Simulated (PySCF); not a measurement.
# Sn₂H₄: relaxation and vibrations of the singlet, part 2 of 2

PySCF 2.14.0; PBE0, basis Sn def2-TZVP with ECP28, H def2-TZVP, scalar-relativistic core potentials, no spin–orbit coupling, density fitting.

**5. Downhill along the imaginary mode**

The start is the last point, displaced along its most imaginary mode.

The program finds C2v symmetry in the start, which this walk keeps.

Input file scf.py:

```python
from pyscf import gto, scf, dft
mol = gto.M(atom='''
Sn     1.527220     0.000000    -0.001649
Sn    -1.527220    -0.000000    -0.001649
H     -0.000000     1.163126     0.120000
H      0.000000    -1.163126     0.120000
H      3.314604     0.000000     0.076154
H     -3.314604    -0.000000     0.076154''',
    basis={'Sn': 'def2-TZVP', 'H': 'def2-TZVP'},
    ecp={'Sn': 'def2-TZVP'},
    charge=0, spin=0)
mf = dft.RKS(mol, xc='PBE0')
mf.grids.atom_grid = (50, 194)
aux = {'Sn': 'def2-universal-JKFIT', 'H': 'def2-universal-JKFIT'}
mf = mf.density_fit(auxbasis=aux)
mf.conv_tol = 1e-08
mf.diis_space = 10
mf.max_cycle = 60
mf.verbose = 4
mf.kernel()
```

The optimiser's trace:

```
step  energy (Eh)  change (kJ/mol)  largest symmetric gradient (Eh/bohr)
   0  -430.863643             0.00                               0.01193
   1  -430.890365           -70.16                               0.02424
   2  -430.911974          -126.89                               0.01366
   3  -430.919965          -147.87                               0.02453
   4  -430.929357          -172.53                               0.02245
   5  -430.942903          -208.10                               0.01780
   6  -430.953140          -234.97                               0.02207
   7  -430.961457          -256.81                               0.01415
   8  -430.967382          -272.37                               0.00962
   9  -430.971917          -284.27                               0.00404
  10  -430.974104          -290.02                               0.01265
  11  -430.975802          -294.47                               0.00459
  12  -430.976756          -296.98                               0.00351
  13  -430.977632          -299.28                               0.00154
  14  -430.977880          -299.93                               0.00307
  15  -430.977914          -300.02                               0.00211
  16  -430.977979          -300.19                               0.00009
  17  -430.977979          -300.19                               0.00005
```

The walk took 69 s.

Positions (Å) and forces (eV/Å) along the way:

```
step 0
Sn   1.527   0.000  -0.002  -0.015   0.000  -0.614
Sn  -1.527   0.000  -0.002   0.015   0.000  -0.614
H    0.000   1.163   0.120   0.000  -0.003   0.372
H    0.000  -1.163   0.120   0.000   0.003   0.372
H    3.315   0.000   0.076   0.011   0.000   0.241
H   -3.315   0.000   0.076  -0.011   0.000   0.241
step 1
Sn   1.525   0.000  -0.213  -0.203   0.000  -1.247
Sn  -1.525   0.000  -0.213   0.203   0.000  -1.247
H    0.000   1.129   0.303   0.000   0.076   0.625
H    0.000  -1.129   0.303   0.000  -0.076   0.625
H    3.304   0.000   0.105   0.014   0.000   0.622
H   -3.304   0.000   0.105  -0.013   0.000   0.622
step 9
Sn   1.524   0.000  -0.664  -0.010   0.000  -0.070
Sn  -1.524   0.000  -0.664   0.010   0.000  -0.070
H    0.000   1.119  -0.140   0.000   0.131  -0.138
H    0.000  -1.119  -0.140   0.000  -0.131  -0.138
H    2.091   0.000   0.999  -0.058   0.000   0.208
H   -2.091   0.000   0.999   0.058   0.000   0.208
step 17
Sn   1.569   0.000  -0.501   0.003   0.000   0.002
Sn  -1.569   0.000  -0.501  -0.003   0.000   0.002
H    0.000   1.159  -0.567   0.000   0.000   0.000
H    0.000  -1.159  -0.567   0.000   0.000   0.000
H    1.512   0.000   1.263   0.000   0.000  -0.003
H   -1.512   0.000   1.263   0.000   0.000  -0.003
```

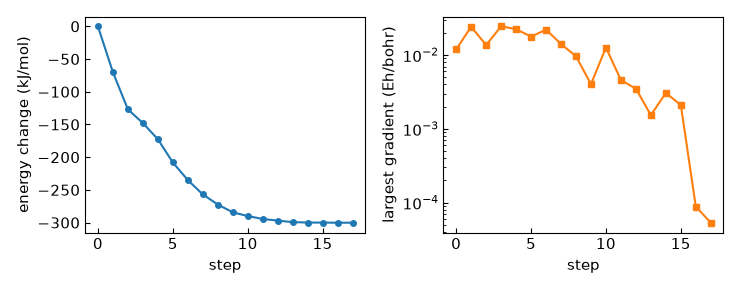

How energy and gradient fall.

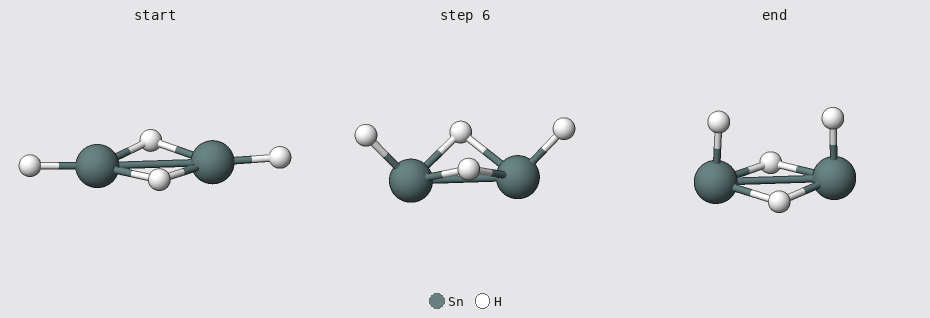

The geometry along the walk, at one scale.

It settles in C2v symmetry, 300.2 kJ/mol below the start, after 17 steps: Sn–H 1.765 Å (×2), Sn–H 1.952 Å (×4), Sn–Sn 3.139 Å; H–Sn–H 72.9° (×2), H–Sn–H 90.4° (×4), H–Sn–Sn 36.5° (×4), H–Sn–Sn 88.1° (×2), Sn–H–Sn 107.0° (×2).

**6. Frequencies**

As before: finer grid, then central differences.

scf.py: that of step 5 with these lines changed.

```diff
@@ -3,6 +3,6 @@
-Sn     1.527220     0.000000    -0.001649
-Sn    -1.527220    -0.000000    -0.001649
-H     -0.000000     1.163126     0.120000
-H      0.000000    -1.163126     0.120000
-H      3.314604     0.000000     0.076154
-H     -3.314604    -0.000000     0.076154''',
+Sn     1.569490    -0.000000    -0.014034
+Sn    -1.569490     0.000000    -0.014034
+H      0.000000     1.159295    -0.080084
+H     -0.000000    -1.159295    -0.080084
+H      1.512384     0.000000     1.749779
+H     -1.512384     0.000000     1.749779''',
@@ -13 +13 @@
-mf.grids.atom_grid = (50, 194)
+mf.grids.atom_grid = (75, 302)
@@ -16 +16 @@
-mf.conv_tol = 1e-08
+mf.conv_tol = 1e-10
```

SCF at the final geometry:

```text
init E= -430.978015659094
  HOMO = -0.245067220856251  LUMO = -0.0920172394851537  gap/eV = 4.16470
cycle= 1 E= -430.978015659097  delta_E= -2.96e-12  |g|= 4.6e-06  |ddm|= 1.15e-05
  HOMO = -0.245066998151482  LUMO = -0.0920171152032809  gap/eV = 4.16470
Extra cycle  E= -430.978015659096  delta_E= 1.14e-12  |g|= 4.39e-06  |ddm|= 1.01e-05
converged SCF energy = -430.978015659096
```

The whole step ran for 85 s (4 threads, shared host).

Geometry: C2v; Sn–H 1.765 Å (×2), Sn–H 1.952 Å (×4), Sn–Sn 3.139 Å; H–Sn–H 72.9° (×2), H–Sn–H 90.4° (×4), H–Sn–Sn 36.5° (×4), H–Sn–Sn 88.1° (×2), Sn–H–Sn 107.0° (×2).

Harmonic modes (main isotopes):

| symmetry | ω (cm⁻¹) | IR (km/mol) |
| --- | --- | --- |
| a1 | 164 | 0.1 |
| a1 | 288 | 3.4 |
| a2 | 464 | 0.0 |
| b1 | 519 | 65.9 |
| b2 | 683 | 27.9 |
| a1 | 721 | 23.6 |
| b2 | 1035 | 108 |
| a2 | 1125 | 0.0 |
| b1 | 1203 | 1613 |
| a1 | 1309 | 0.2 |
| b1 | 1743 | 6.0 |
| a1 | 1766 | 600 |

No imaginary mode, so this is a minimum.

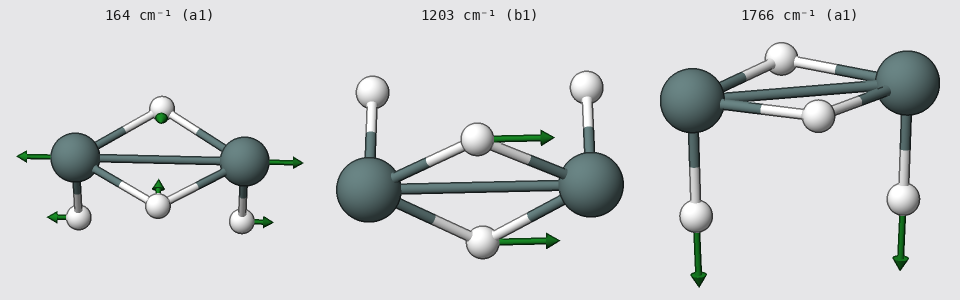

How the atoms move in 3 of the modes.

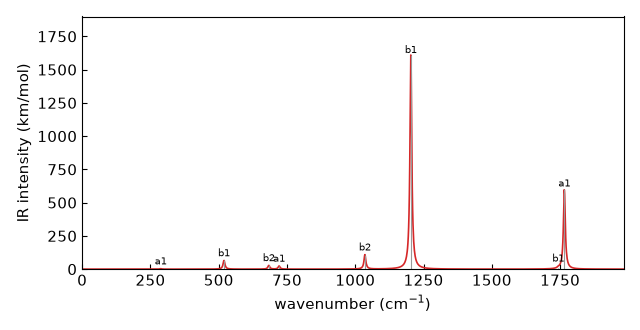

The harmonic infrared spectrum (widths in cm⁻¹). Lines are broadened to a width of 8 cm⁻¹ (Lorentzian).

Constants and moments:

| Quantity | Value |
| --- | --- |
| Dipole moment | 0.68 D |
| Highest occupied level | -6.67 eV |
| Lowest empty level | -2.50 eV |
| Rotational constants | 1.886, 0.02819, 0.02802 cm⁻¹ |
| Zero-point energy | 65.9 kJ/mol |
| Principal polarisabilities | 66.7, 85.1, 132.8 bohr³ |
| Atomisation energy without zero-point energy | 1198 kJ/mol |
| Principal traceless quadrupole moments about the centre of mass | -7.65, 2.81, 4.83 D Å |
| Entropy at 298.15 K and 1 bar | 308.3 J/(mol K) |
| Heat capacity Cp at 298.15 K | 70.0 J/(mol K) |
| Enthalpy at 298.15 K above 0 K | 14.71 kJ/mol |
| Rotational symmetry number | 2 |

Charges (e) and bond orders:

| atom | Mulliken | Löwdin | polar tensor | Mayer order to Sn1 |
| --- | --- | --- | --- | --- |
| Sn1 | 0.11 | 0.03 | 0.70 | – |
| Sn2 | 0.11 | 0.03 | 0.70 | 0.48 |
| H3,4 | -0.05 | 0.03 | -0.42 | 0.47 |
| H5 | -0.07 | -0.07 | -0.28 | 0.96 |
| H6 | -0.07 | -0.07 | -0.28 | 0.01 |

Mulliken populations on Sn1 (outside its core potential): s 3.87, p 7.86, d 10.13, f 0.02.

**7. Stability of the closed shell**

At the lowest minimum the closed shell is tested against spin polarisation, on the (50, 194) grid. It is stable.

**8. All stationary points**

| spin | group | bonds | imaginary modes (cm⁻¹) | ΔE (kJ/mol) | with zero-point energy |
| --- | --- | --- | --- | --- | --- |
| singlet | C2v | Sn–H 1.765 Å (×2), Sn–H 1.952 Å (×4), Sn–Sn 3.139 Å | none | 0.0 | 0.0 |
| singlet | D2h | Sn–H 1.787 Å (×2), Sn–H 1.920 Å (×4), Sn–Sn 3.054 Å | 944i, 613i, 373i, 370i | 306.6 | – |

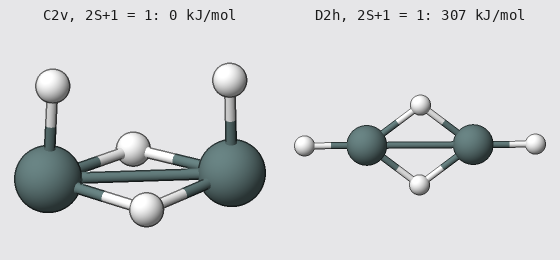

The points, lowest first (tin teal, hydrogen white).

**9. Fields at the lowest minimum**

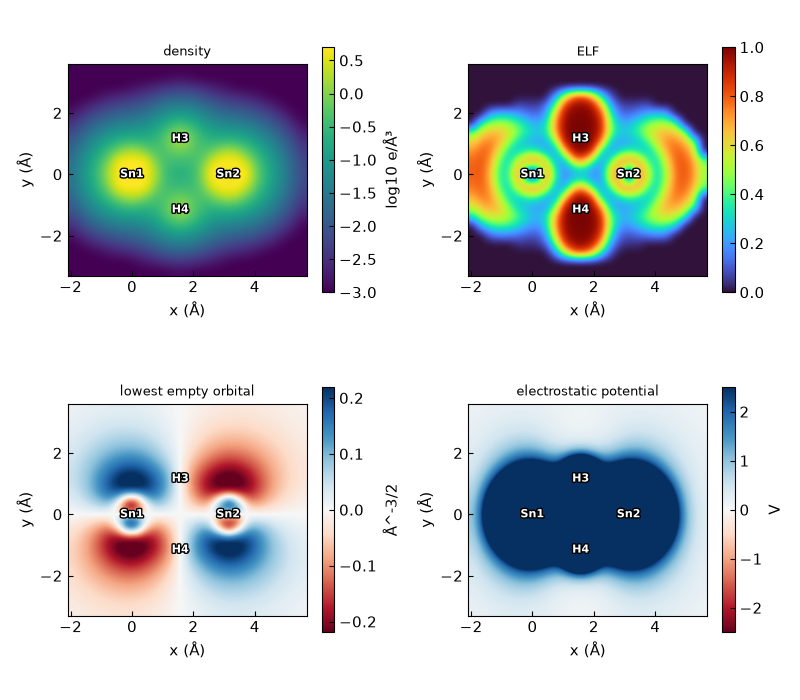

The plane holds Sn1 at (0.00, 0.00), Sn2 at (3.14, 0.00), H3 at (1.57, 1.16), H4 at (1.57, -1.15) Å. ELF is set to 0 where the density is under 0.005 e/Å³; an orbital's overall sign is arbitrary. The potential's colours end at ±2.5 V. Electrons inside core potentials are absent.

Values on the line from Sn1 (at 0) through Sn2 (at 3.139 Å):

```
distance (Å)  density (e/Å³)      ELF  electrostatic potential (V)
       -1.10           0.375    0.376                         11.6
       -0.78            1.65    0.349                         34.9
        0.94           0.641    0.172                         21.3
        1.26           0.266    0.197                         8.67
        1.57           0.221    0.244                         5.62
        1.88           0.266    0.197                         8.67
        2.20           0.641    0.172                         21.3
        2.51            4.88    0.607                         68.5
        2.83            24.5    0.675                          419
        3.30             4.2  0.00791                     1.41e+03
        3.61            14.7    0.783                          153
        3.92            1.65    0.349                         34.9
        4.24           0.375    0.376                         11.6
        4.55            0.14     0.71                         4.24
        4.87          0.0542    0.812                         1.66
```

Making the fields took 1.5 s.

**10. Summary of results**

What follows sums up all 2 parts.

```
                                 quantity                                                                                                                                                   value
                                  minimum                                                                                                                                            singlet, C2v
                                 geometry  Sn–H 1.765 Å (×2), Sn–H 1.952 Å (×4), Sn–Sn 3.139 Å; H–Sn–H 72.9° (×2), H–Sn–H 90.4° (×4), H–Sn–Sn 36.5° (×4), H–Sn–Sn 88.1° (×2), Sn–H–Sn 107.0° (×2)
                       wavenumbers (cm⁻¹)                            164 (a1), 288 (a1), 464 (a2), 519 (b1), 683 (b2), 721 (a1), 1035 (b2), 1125 (a2), 1203 (b1), 1309 (a1), 1743 (b1), 1766 (a1)
                            dipole moment                                                                                                                                                  0.68 D
     highest occupied, lowest empty level                                                                                                                                         -6.67, -2.50 eV
               polar-tensor charge of Sn1                                                                                                                                                 +0.70 e
                        zero-point energy                                                                                                                                             65.9 kJ/mol
                      entropy at 298.15 K                                                                                                                                         308.3 J/(mol K)
atomisation energy (no zero-point energy)                                                                                                                                             1198 kJ/mol
```

What this shows: The doubly bridged, planar start (D2h) ends in a minimum of C2v symmetry, after a stop at a higher-order saddle point 306.6 kJ/mol higher, from which it was pushed off along an imaginary mode. In the infrared the band at 1203 cm⁻¹ (b1) leads. Only this shape and spin were tried, so other structures or states may lie lower.

The search up to here ran for 5.1 min (4 threads, shared host).
